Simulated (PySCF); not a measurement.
**SiHCl2 (SMILES Cl[SiH]Cl): levels of theory compared**

Aim: a comparison of 3 runs (UMP2/STO-3G, UCISD/STO-3G, FCI/STO-3G) of SiHCl2. The job is set up through a Python script.

The calculation is run with PySCF 2.14.0.

2 further runs of the same task are left out: 2 set aside as unsound or not needed.

## (1) Starting point

SiHCl2 has 4 atoms, charge 0, and is taken as a doublet. SMILES: `Cl[SiH]Cl`. The Cl1–Si2 distance was set to 3.684 Å, away from the relaxed value. At this shape a bond of the SMILES string is far longer than usual.

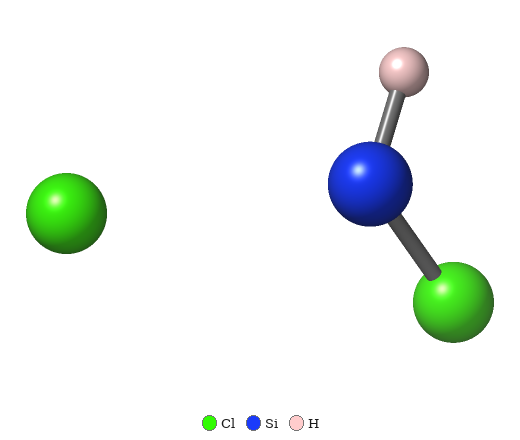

Viewed from a chosen angle; chlorine green, silicon blue, hydrogen pink.

## (2) A single-point energy at UMP2/STO-3G (run 1)

Contents of job.py:

```python
from pyscf import gto, mp

mol = gto.M(
    atom='''
Cl    -5.884498     1.230956     2.722931
Si     0.354513    -0.782725     0.377945
Cl     0.474132    -0.531580    -3.480309
H      2.283167     0.978311     1.421830
''',
    unit='bohr',
    verbose=4,
    charge=0,
    max_memory=1860,
    basis='sto-3g',
    spin=1,
)

mf = mol.UHF()
mf.conv_tol = 1e-10
mf.kernel()
if not mf.converged:
    mf = mf.newton().run(mf.mo_coeff, mf.mo_occ)

pt = mp.MP2(mf, frozen=15).run()
e_tot = pt.e_tot
print('Final energy', e_tot)
```

Run with:

```console
$ OMP_NUM_THREADS=1 python job.py
```

Log:

```text
PySCF version 2.14.0

[... 42 lines left out ...]
WARN: beta  nocc = 24  HOMO -0.0989713981113323 >= LUMO -0.0983298845620203
[... 1 line left out ...]
WARN: HOMO -0.0989713981113323 >= LUMO -0.0983298845620203
[... 79 lines left out ...]
converged SCF energy = -1195.28999925291  <S^2> = 0.75177287  2S+1 = 2.0017721
[... 1 line left out ...]
******** <class 'pyscf.mp.ump2.UMP2'> ********
nocc = (np.int64(10), np.int64(9)), nmo = (13, 13)
frozen orbitals 15
E(UMP2) = -1195.32401620434  E_corr = -0.0340169514311976
E(SCS-UMP2) = -1195.32869840715  E_corr = -0.0386991542420772
E_corr(same-spin) = -0.00244752401003073
E_corr(oppo-spin) = -0.0315694274211669
Final energy -1195.324016204339
```

Run time: 0.95 s. Hardware: 1 thread of Arm Neoverse V1, shared host; peak memory 0.12 GiB.

## (3) A single-point energy at UCISD/STO-3G (run 2)

Contents of input.xyz:

```xyz
4
Cl2HSi
Cl    -3.113942     0.651394     1.440913
Si     0.187600    -0.414200     0.200000
Cl     0.250900    -0.281300    -1.841700
H      1.208200     0.517700     0.752400
```

Contents of calc.py:

```python
from pyscf import gto, ci

mol = gto.M(
    atom='input.xyz',
    max_memory=1860,
    basis='sto-3g',
    verbose=3,
    spin=1,
)

hf = mol.UHF()
hf.conv_tol = 1e-10
hf.kernel()
if not hf.converged:
    hf = hf.newton().run(hf.mo_coeff, hf.mo_occ)

cisd = ci.CISD(hf, frozen=15)
cisd.kernel()
e_tot = cisd.e_tot
print('E(%s) = %.9f' % ('CISD', e_tot))
```

Run with:

```console
$ OMP_NUM_THREADS=1 python calc.py
```

Log:

```text
WARN: HOMO -0.0989714246836265 >= LUMO -0.0983299044659323

converged SCF energy = -1195.2899992596  <S^2> = 0.75177283  2S+1 = 2.001772
E(UCISD) = -1195.339075826889  E_corr = -0.04907656728510911
E(CISD) = -1195.339075827
```

Wall time 1.2 s (1 thread of Arm Neoverse V1, shared host); peak memory 0.12 GiB.

## (4) The energy at FCI/STO-3G (run 3)

Contents of input.py:

```python
from pyscf import gto, scf, mcscf

mol = gto.M(
    atom='''
Cl      -3.113942       0.651394       1.440913
Si       0.187600      -0.414200       0.200000
Cl       0.250900      -0.281300      -1.841700
H        1.208200       0.517700       0.752400
''',
    charge=0,
    spin=1,
    basis='sto-3g',
    verbose=4,
    max_memory=1860,
)

myscf = scf.ROHF(mol)
myscf.conv_tol = 1e-10
myscf.kernel()
if not myscf.converged:
    myscf = myscf.newton().run(myscf.mo_coeff, myscf.mo_occ)

cas = mcscf.CASCI(myscf, myscf.mo_coeff.shape[-1] - 15, (mol.nelec[0] - 15, mol.nelec[1] - 15))  # full CI above the frozen core
cas.fix_spin_(ss=0.75)
cas.kernel()
e_tot = cas.e_tot
print('E = %.10f Eh' % e_tot)
```

Run with:

```console
$ OMP_NUM_THREADS=1 python input.py
```

Log:

```text
PySCF version 2.14.0

[... 77 lines left out ...]
SCF not converged.
SCF energy = -1195.26933275343
[... 42 lines left out ...]
converged SCF energy = -1195.2893549605
[... 1 line left out ...]
******** <class 'pyscf.mcscf.casci.CASCI'> ********
CAS (10e+9e, 13o), ncore = 15, nvir = 0
natorb = False
canonicalization = True
sorting_mo_energy = False
******** <class 'pyscf.fci.addons.SpinPenaltyFCISolver'> ********
max. cycles = 200
conv_tol = 1e-08
davidson only = True
linear dependence = 1e-12
level shift = 0.001
max iter space = 12
nroots = 1
pspace_size = 400
spin = None
Density matrix diagonal elements [1.9981583  1.9999701  1.97662646 1.99635785 1.99335923 1.99258012
 1.99026161 1.99297675 1.9438784  1.00002938 0.05561388 0.02639671
 0.03379119]
CASCI converged
CASCI E = -1195.34085140946  E(CI) = -53.4594058518760  S^2 = 0.7500000
E = -1195.3408514095 Eh
```

It took 6.6 s on 1 thread of Arm Neoverse V1, shared host; peak memory 0.16 GiB.

## (5) Overview of the runs

| run | level | energy (Eh) | dipole moment (D) of the reference | HOMO energy (eV) | LUMO energy (eV) | wall time |
| --- | --- | --- | --- | --- | --- | --- |
| 1 | UMP2/STO-3G | -1195.324016 | 2.60 | -6.78 | 1.40 | 0.95 s |
| 2 | UCISD/STO-3G | -1195.339076 | 2.60 | -6.78 | 1.40 | 1.2 s |
| 3 | FCI/STO-3G | -1195.340851 | 2.63 | – | – | 6.6 s |

## (6) Outcome

| quantity | value |
| --- | --- |
| run 3: total energy | -1195.34085 Eh |
| run 3: dipole moment (Hartree–Fock density) | 2.63 D |
| run 3: correlation energy (15 core orbitals frozen) | -51.5 mEh |

**Reading.** Against full CI in this basis: UMP2 +16.8 mEh; UCISD +1.8 mEh. In runs 1, 2, 3 the basis is minimal, so the values are rough. All runs together took 8.7 s, the longest 6.6 s.
